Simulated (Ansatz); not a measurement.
Consider C₂₀H₁₉BO₂ (SMILES OB(O)CCCCc1ccc2ccc3cccc4ccc1c2c34).

```yaml
atoms:
  - { symbol: O, position_ang: [6.3844, 0.0686, -1.6248] }
  - { symbol: B, position_ang: [5.0137, 0.0720, -1.7707] }
  - { symbol: O, position_ang: [4.3333, 0.9737, -2.5605] }
  - { symbol: C, position_ang: [4.1634, -0.9935, -0.9708] }
  - { symbol: C, position_ang: [3.2909, -0.3438, 0.1196] }
  - { symbol: C, position_ang: [2.4659, -1.3513, 0.9245] }
  - { symbol: C, position_ang: [1.5948, -0.7153, 2.0296] }
  - { symbol: C, position_ang: [0.4995, 0.1847, 1.5052] }
  - { symbol: C, position_ang: [0.7029, 1.5772, 1.4649] }
  - { symbol: C, position_ang: [-0.2536, 2.4534, 0.9445] }
  - { symbol: C, position_ang: [-1.4759, 1.9667, 0.4369] }
  - { symbol: C, position_ang: [-2.4827, 2.8384, -0.1052] }
  - { symbol: C, position_ang: [-3.6688, 2.3447, -0.5888] }
  - { symbol: C, position_ang: [-3.9485, 0.9339, -0.5699] }
  - { symbol: C, position_ang: [-5.1627, 0.4023, -1.0587] }
  - { symbol: C, position_ang: [-5.4090, -0.9766, -1.0261] }
  - { symbol: C, position_ang: [-4.4506, -1.8564, -0.5078] }
  - { symbol: C, position_ang: [-3.2206, -1.3720, -0.0088] }
  - { symbol: C, position_ang: [-2.2141, -2.2425, 0.5313] }
  - { symbol: C, position_ang: [-1.0247, -1.7513, 1.0120] }
  - { symbol: C, position_ang: [-0.7264, -0.3419, 1.0026] }
  - { symbol: C, position_ang: [-1.7198, 0.5516, 0.4684] }
  - { symbol: C, position_ang: [-2.9582, 0.0395, -0.0352] }
  - { symbol: H, position_ang: [6.8423, 0.7631, -2.1319] }
  - { symbol: H, position_ang: [4.8993, 1.6252, -3.0109] }
  - { symbol: H, position_ang: [4.8362, -1.7533, -0.5196] }
  - { symbol: H, position_ang: [3.5031, -1.5355, -1.6844] }
  - { symbol: H, position_ang: [2.6146, 0.4039, -0.3476] }
  - { symbol: H, position_ang: [3.9367, 0.2318, 0.8221] }
  - { symbol: H, position_ang: [1.8183, -1.9302, 0.2295] }
  - { symbol: H, position_ang: [3.1500, -2.0923, 1.3944] }
  - { symbol: H, position_ang: [2.2512, -0.1235, 2.7025] }
  - { symbol: H, position_ang: [1.1618, -1.5199, 2.6596] }
  - { symbol: H, position_ang: [1.6484, 1.9823, 1.8584] }
  - { symbol: H, position_ang: [-0.0600, 3.5372, 0.9280] }
  - { symbol: H, position_ang: [-2.2802, 3.9208, -0.1236] }
  - { symbol: H, position_ang: [-4.4307, 3.0245, -1.0009] }
  - { symbol: H, position_ang: [-5.9182, 1.0909, -1.4680] }
  - { symbol: H, position_ang: [-6.3620, -1.3706, -1.4106] }
  - { symbol: H, position_ang: [-4.6461, -2.9397, -0.4832] }
  - { symbol: H, position_ang: [-2.4157, -3.3249, 0.5555] }
  - { symbol: H, position_ang: [-0.2821, -2.4517, 1.4186] }
```

Geometry: PBE-D4/def2-SVP; not at a stationary point (largest force 0.7 eV/Å).

The calculation used Ansatz, RKS PBE0-D4/def2-TZVP.

Q: Predict the electron density and electron localisation function between the atoms.

A: C–C (1.37 Å): the density is about 2.2 e/Å³ at the midpoint; the ELF peaks at about 0.95 between the atoms; localised, covalent bonding.
C–C (1.41 Å): ρ at the midpoint is about 2.1 e/Å³; the ELF peaks at about 0.95 between the atoms: localised, covalent bonding.
C–C (1.51 Å): the density is about 1.7 e/Å³ at the midpoint; the ELF peaks at about 0.95 between the atoms, as expected for a shared electron pair.

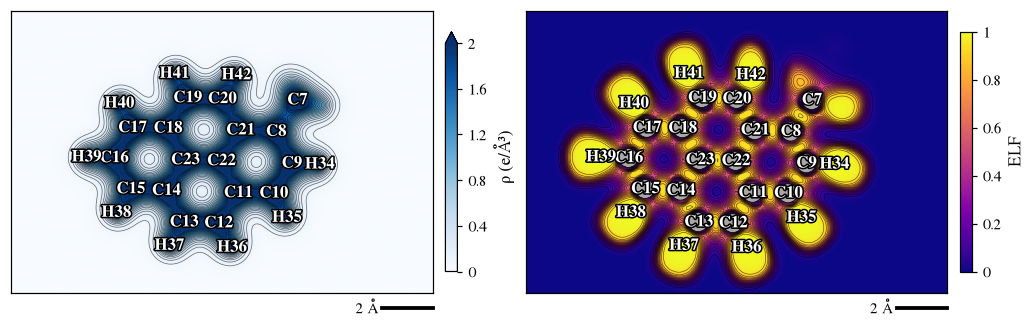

Computed electron density and electron localisation function on the plane of atoms C17, C16 and H39, in this order. Grey discs cover the atomic cores in the ELF map. 
